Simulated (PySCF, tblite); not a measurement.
# Ge₂H₄O₄: changes of charge, part 2 of 2

tblite 0.8.0 and PySCF 2.14.0. Atoms count from 0. The steps go on from the part before.

## Step 9: Geometry optimisation at PBE0-D3(BJ)/def2-SVP

This step treats Ge2H4O4+ (doublet), labelled `[OH+]=[Ge-].[OH][Ge]([OH])=[OH+]` (the label fixes atoms and charge, not where charge and spin sit).

Job settings and geometry (Å):

```
{"job": {"xc": "PBE0", "basis": "def2-SVP", "d3": "d3bj", "grid": 1, "kind": "geom"}, "charge": 1, "multiplicity": 2}
Ge     1.623456     0.294135     0.735485
O      1.260016     1.921631     0.098528
O     -0.266086    -0.142554     1.279100
Ge    -0.843583    -1.595742     0.009869
O     -2.038704    -0.604131    -0.870021
O      0.783115    -0.719262    -0.786740
H      0.407495     2.003115    -0.344985
H     -0.461686    -0.248755     2.217620
H     -1.789750     0.319516    -0.992100
H      1.343626    -1.218769    -1.391822
```

The program printed:

```text
step   0  E = -4455.51824698  max force = 0.040443
step   1  E = -4455.52512239  max force = 0.027412
step   2  E = -4455.52997857  max force = 0.009466
step   3  E = -4455.53273697  max force = 0.012004
step   4  E = -4455.53607846  max force = 0.014583
step   5  E = -4455.53760766  max force = 0.015475
step   6  E = -4455.54089988  max force = 0.011036
step   7  E = -4455.54386903  max force = 0.011306
step   8  E = -4455.54693345  max force = 0.004668
step   9  E = -4455.54722526  max force = 0.002578
step  10  E = -4455.54734806  max force = 0.001395
step  11  E = -4455.54737805  max force = 0.000700
step  12  E = -4455.54740167  max force = 0.000468
step  13  E = -4455.54741266  max force = 0.000575
step  14  E = -4455.54742389  max force = 0.000487
step  15  E = -4455.54743411  max force = 0.000332
optimisation converged
```

Wall time 3.7 min (1 thread of Intel Xeon Platinum 8488C, shared host); peak memory 0.63 GiB.

Step by step:

| step | energy from step 0 (eV) | largest force component (eV/Å) |
| --- | --- | --- |
| 0 | 0.0000 | 2.0797 |
| 1 | -0.1871 | 1.4096 |
| 2 | -0.3192 | 0.4868 |
| 3 | -0.3943 | 0.6173 |
| 4 | -0.4852 | 0.7499 |
| 5 | -0.5268 | 0.7958 |
| 6 | -0.6164 | 0.5675 |
| 7 | -0.6972 | 0.5814 |
| 8 | -0.7806 | 0.2400 |
| 9 | -0.7885 | 0.1326 |
| 10 | -0.7919 | 0.0717 |
| 11 | -0.7927 | 0.0360 |
| 12 | -0.7933 | 0.0241 |
| 13 | -0.7936 | 0.0296 |
| 14 | -0.7939 | 0.0250 |
| 15 | -0.7942 | 0.0171 |

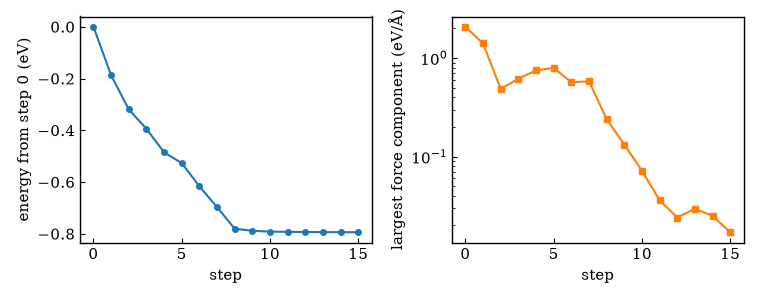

Energy and force, step by step.

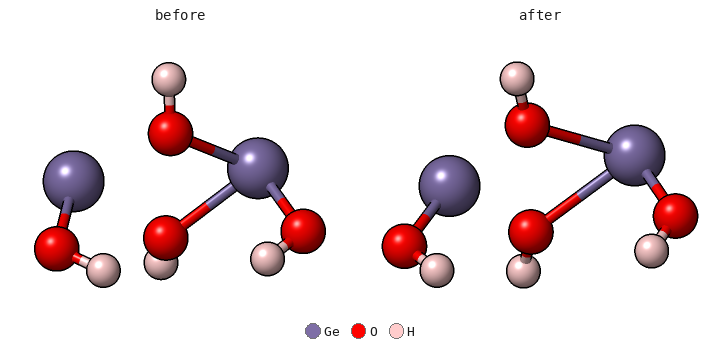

The geometry before (left) and after (right).

Distances of close pairs at the start and the end, largest changes first:

| bond | before (Å) | after (Å) | change (Å) |
| --- | --- | --- | --- |
| O2–Ge3 | 2.014 | 2.249 | +0.235 |
| Ge3–O5 | 2.012 | 2.240 | +0.228 |
| Ge0–O2 | 2.014 | 1.828 | -0.186 |
| Ge0–O5 | 2.013 | 1.830 | -0.183 |
| Ge3–O4 | 1.785 | 1.734 | -0.050 |
| Ge0–O1 | 1.785 | 1.739 | -0.046 |
| O5–H9 | 0.964 | 0.970 | +0.005 |
| O2–H7 | 0.965 | 0.970 | +0.005 |

The final coordinates are the input of the step that follows.

| at the end point | value |
| --- | --- |
| point group (found at 0.08 Å tolerance) | C1 |
| rotational constants (GHz, main isotopes) | 3.958, 0.797, 0.778 |
| ⟨S²⟩ | 0.752 |

## Step 10: Single point (Ge2H4O4): PBE0-D3(BJ)/ma-def2-SVP

Geometry: PBE0-D3(BJ)/def2-SVP, that of another charge or spin state.

Job settings and geometry (Å):

```
{"job": {"kind": "sp", "xc": "PBE0", "basis": "ma-def2-SVP", "d3": "d3bj", "grid": 2}, "charge": 0, "multiplicity": 1}
Ge     1.428101     0.256196     0.541525
O      1.547617     1.935074     0.103247
O     -0.149408    -0.193099     1.349093
Ge    -1.028742    -1.818520     0.067048
O     -2.170339    -0.800769    -0.751021
O      0.783910    -0.819633    -0.790901
H      0.754271     2.371331    -0.242412
H     -0.347219     0.025888     2.272719
H     -2.111610     0.120796    -1.028828
H      1.311435    -1.068148    -1.565697
```

The program printed:

```text
coarse grid: 45440 points
cycle   1  E = -4455.4894577272  dE = -5.505e-01  |g| = 1.347e+00  |ddm| = 4.130e+00
cycle   2  E = -4454.6754918228  dE =  8.140e-01  |g| = 2.400e+00  |ddm| = 3.960e+00
cycle   3  E = -4455.8187905253  dE = -1.143e+00  |g| = 1.622e-01  |ddm| = 2.674e+00
cycle   4  E = -4455.8223811997  dE = -3.591e-03  |g| = 1.090e-01  |ddm| = 2.878e-01
cycle   5  E = -4455.8242926194  dE = -1.911e-03  |g| = 3.826e-02  |ddm| = 1.132e-01
cycle   6  E = -4455.8245740019  dE = -2.814e-04  |g| = 5.564e-03  |ddm| = 4.360e-02
cycle   7  E = -4455.8245789794  dE = -4.977e-06  |g| = 1.089e-03  |ddm| = 1.077e-02
final grid: 92400 points
cycle   8  E = -4455.8245476599  dE = -3.874e-08  |g| = 1.269e-03  |ddm| = 5.790e-03
cycle   9  E = -4455.8245473805  dE =  2.795e-07  |g| = 1.769e-03  |ddm| = 3.880e-03
cycle  10  E = -4455.8245479072  dE = -5.267e-07  |g| = 2.522e-04  |ddm| = 2.158e-03
cycle  11  E = -4455.8245479175  dE = -1.036e-08  |g| = 2.584e-05  |ddm| = 2.824e-04
cycle  12  E = -4455.8245479177  dE = -1.182e-10  |g| = 1.702e-05  |ddm| = 6.216e-05
converged SCF energy = -4455.8245479177
```

It took 8.3 s on 1 thread of Intel Xeon Platinum 8488C, shared host; peak memory 0.65 GiB.

## Step 11: Single point (Ge2H4O4+ (doublet), [OH+]=[Ge-].[OH][Ge]([OH])=[OH+]): PBE0-D3(BJ)/ma-def2-SVP

Geometry: PBE0-D3(BJ)/def2-SVP.

Settings changed since step 10:

```diff
@@ -1,2 +1,2 @@
-{"job": {"kind": "sp", "xc": "PBE0", "basis": "ma-def2-SVP", "d3": "d3bj", "grid": 2}, "charge": 0, "multiplicity": 1}
+{"job": {"kind": "sp", "xc": "PBE0", "basis": "ma-def2-SVP", "d3": "d3bj", "grid": 2}, "charge": 1, "multiplicity": 2}
 Ge     1.428101     0.256196     0.541525
```

The program printed:

```text
final grid: 92400 points
cycle   1  E = -4455.5439200568  dE = -1.887e-02  |g| = 2.162e-01  |ddm| = 1.294e+00
cycle   2  E = -4455.5378489617  dE =  6.071e-03  |g| = 2.751e-01  |ddm| = 6.773e-01
cycle   3  E = -4455.5637698628  dE = -2.592e-02  |g| = 5.710e-02  |ddm| = 2.974e-01
cycle   4  E = -4455.5650699332  dE = -1.300e-03  |g| = 1.024e-02  |ddm| = 6.719e-02
cycle   5  E = -4455.5651119571  dE = -4.202e-05  |g| = 3.507e-03  |ddm| = 1.826e-02
cycle   6  E = -4455.5651167557  dE = -4.799e-06  |g| = 2.385e-03  |ddm| = 7.262e-03
cycle   7  E = -4455.5651191301  dE = -2.374e-06  |g| = 3.522e-04  |ddm| = 4.074e-03
cycle   8  E = -4455.5651192248  dE = -9.476e-08  |g| = 1.674e-04  |ddm| = 1.138e-03
cycle   9  E = -4455.5651192378  dE = -1.298e-08  |g| = 1.011e-04  |ddm| = 3.372e-04
cycle  10  E = -4455.5651192439  dE = -6.044e-09  |g| = 2.402e-05  |ddm| = 2.028e-04
converged SCF energy = -4455.5651192439
```

Run time: 13 s. Hardware: 1 thread of Intel Xeon Platinum 8488C, shared host; peak memory 0.65 GiB.

## Step 12: Single point (Ge₂H₄O₄): PBE0-D3(BJ)/ma-def2-SVP in acetonitrile

Geometry: PBE0-D3(BJ)/def2-SVP.

Job settings and geometry (Å):

```
{"job": {"kind": "sp", "xc": "PBE0", "basis": "ma-def2-SVP", "d3": "d3bj", "grid": 2, "solvent": "acetonitrile"}, "charge": 0, "multiplicity": 1}
Ge     1.623456     0.294135     0.735485
O      1.260016     1.921631     0.098528
O     -0.266086    -0.142554     1.279100
Ge    -0.843583    -1.595742     0.009869
O     -2.038704    -0.604131    -0.870021
O      0.783115    -0.719262    -0.786740
H      0.407495     2.003115    -0.344985
H     -0.461686    -0.248755     2.217620
H     -1.789750     0.319516    -0.992100
H      1.343626    -1.218769    -1.391822
```

The program printed:

```text
final grid: 92400 points
cycle   1  E = -4455.8954071518  dE = -2.073e-03  |g| = 4.828e-02  |ddm| = 5.273e-01
cycle   2  E = -4455.8944809016  dE =  9.263e-04  |g| = 8.601e-02  |ddm| = 1.186e-01
cycle   3  E = -4455.8959217598  dE = -1.441e-03  |g| = 4.613e-03  |ddm| = 6.301e-02
cycle   4  E = -4455.8959249375  dE = -3.178e-06  |g| = 2.718e-03  |ddm| = 1.085e-02
cycle   5  E = -4455.8959262719  dE = -1.334e-06  |g| = 7.945e-04  |ddm| = 2.977e-03
cycle   6  E = -4455.8959264143  dE = -1.424e-07  |g| = 1.331e-04  |ddm| = 1.289e-03
cycle   7  E = -4455.8959264163  dE = -1.988e-09  |g| = 3.543e-05  |ddm| = 2.178e-04
converged SCF energy = -4455.8959264163
```

Run time: 7 s. Hardware: 1 thread of Intel Xeon Platinum 8488C, shared host; peak memory 0.71 GiB.

## Step 13: Single point (Ge₂H₄O₄+ (doublet), [OH+]=[Ge-].[OH][Ge]([OH])=[OH+]): PBE0-D3(BJ)/ma-def2-SVP in acetonitrile

Geometry: PBE0-D3(BJ)/def2-SVP.

Job settings and geometry (Å):

```
{"job": {"kind": "sp", "xc": "PBE0", "basis": "ma-def2-SVP", "d3": "d3bj", "grid": 2, "solvent": "acetonitrile"}, "charge": 1, "multiplicity": 2}
Ge     1.428101     0.256196     0.541525
O      1.547617     1.935074     0.103247
O     -0.149408    -0.193099     1.349093
Ge    -1.028742    -1.818520     0.067048
O     -2.170339    -0.800769    -0.751021
O      0.783910    -0.819633    -0.790901
H      0.754271     2.371331    -0.242412
H     -0.347219     0.025888     2.272719
H     -2.111610     0.120796    -1.028828
H      1.311435    -1.068148    -1.565697
```

The program printed:

```text
final grid: 92400 points
cycle   1  E = -4455.6632073855  dE = -2.183e-03  |g| = 3.766e-02  |ddm| = 3.299e-01
cycle   2  E = -4455.6619598390  dE =  1.248e-03  |g| = 6.909e-02  |ddm| = 8.840e-02
cycle   3  E = -4455.6638252891  dE = -1.865e-03  |g| = 3.019e-03  |ddm| = 5.181e-02
cycle   4  E = -4455.6638287023  dE = -3.413e-06  |g| = 1.458e-03  |ddm| = 5.950e-03
cycle   5  E = -4455.6638293660  dE = -6.638e-07  |g| = 6.432e-04  |ddm| = 1.982e-03
cycle   6  E = -4455.6638295439  dE = -1.779e-07  |g| = 1.277e-04  |ddm| = 9.303e-04
cycle   7  E = -4455.6638295506  dE = -6.688e-09  |g| = 4.044e-05  |ddm| = 1.897e-04
converged SCF energy = -4455.6638295506
```

It took 11 s on 1 thread of Intel Xeon Platinum 8488C, shared host; peak memory 0.71 GiB.

## Step 14: Changes of charge: PBE0-D3(BJ)/ma-def2-SVP

This step combines the energies above: geometries from PBE0-D3(BJ)/def2-SVP, zero-point and thermal terms from GFN2-xTB.

Job settings and geometry (Å):

```
{"job": {"kind": "rx", "dirs": [1], "deep": 3, "geom": {"xc": "PBE0", "basis": "def2-SVP", "d3": "d3bj", "grid": 1}, "level": {"xc": "PBE0", "basis": "ma-def2-SVP", "d3": "d3bj", "solvents": ["acetonitrile"]}}, "charge": 0, "multiplicity": 1}
Ge     1.623456     0.294135     0.735485
O      1.260016     1.921631     0.098528
O     -0.266086    -0.142554     1.279100
Ge    -0.843583    -1.595742     0.009869
O     -2.038704    -0.604131    -0.870021
O      0.783115    -0.719262    -0.786740
H      0.407495     2.003115    -0.344985
H     -0.461686    -0.248755     2.217620
H     -1.789750     0.319516    -0.992100
H      1.343626    -1.218769    -1.391822
```

Output (the driver's rows laid out field by field):

```text
ionisation and electron attachment, PBE0-D3(BJ)/ma-def2-SVP // PBE0-D3(BJ)/def2-SVP

row 1
  change                  oxidation
  charge                  1
  multiplicity            2
  vertical_ev             9.156
  vertical_s2             0.758
  formula                 Ge2H4O4
  smiles                  [OH+]=[Ge-].[OH][Ge]([OH])=[OH+]
  kept                    no
  pieces                  2
  point_group             C1
  adiabatic_electronic_ev 8.3816
  adiabatic_ev            8.3925
  free_energy_ev          8.3646
  s2                      0.752
  bonds_moved             2 3 2.014 2.249; 3 5 2.012 2.24; 0 2 2.014 1.828; 0 5 2.013 1.83
  spin_on                 0 Ge 0.712; 5 O 0.095; 2 O 0.09
  charge_moved            0 Ge 0.509; 3 Ge 0.185
  vertical_back_ev        7.0594
  relaxation_parent_ev    1.3222
  relaxation_ion_ev       0.7744
  reorganisation_ev       2.0966
  solution                solvent acetonitrile, absolute_potential_v 6.2986, solvation_parent_kj -59.83, solvation_ion_kj -259.16
```

Run time: 7.1 min. Hardware: 1 thread of Intel Xeon Platinum 8488C, shared host; peak memory 0.71 GiB.

Energy taken up on oxidation, or given off on reduction (eV; adiabatic with zero-point energy):

| change | product | vertical | adiabatic | free energy | reorganisation | ⟨S²⟩ |
| --- | --- | --- | --- | --- | --- | --- |
| oxidation (multiplicity 2) | Ge2H4O4 (held by a long bond, 2.25 Å) | 9.16 | 8.39 | 8.36 | 2.10 | 0.75 |

On oxidation to multiplicity 2 charge changes most on Ge0 (+0.51 e), Ge3 (+0.18 e); the spin sits on Ge0 (0.71), O5 (0.10), O2 (0.09); the bond O2–Ge3 goes from 2.014 to 2.249 Å; the absolute potential is 6.30 V in acetonitrile.

## Step 15: What came out

This closing draws on all 2 parts.

```
                                   quantity                                value
  strongest single infrared mode (GFN2-xTB)                 376 cm⁻¹, 387 km/mol
               zero-point energy (GFN2-xTB)                        30.1 kcal/mol
                                point group                                  C2v
       rotational constants (main isotopes)                 3.63, 0.87, 0.83 GHz
ionisation energy (PBE0-D3(BJ)/ma-def2-SVP)  vertical 9.16 eV, adiabatic 8.39 eV
```

In words: All 24 modes are real, so the xTB geometry is a minimum. The strongest single mode, at 376 cm⁻¹, is carried by H8, H6, O5. Unscaled tight-binding wavenumbers are off by several per cent, some by more. Its intensities can rank the bands wrongly. Over 9 steps the energy fell by 0.265 eV; of the close pairs, O2–Ge3 changed most, 2.106 to 2.014 Å (PBE0/def2-SVP). Steps that list no spin-orbit terms leave them out, which matters at and beside the heavy atoms. At PBE0-D3(BJ)/ma-def2-SVP, relaxation with the zero-point term after oxidation moves the energy taken up from 9.16 eV (vertical) to 8.39 eV (adiabatic, with zero-point energy).
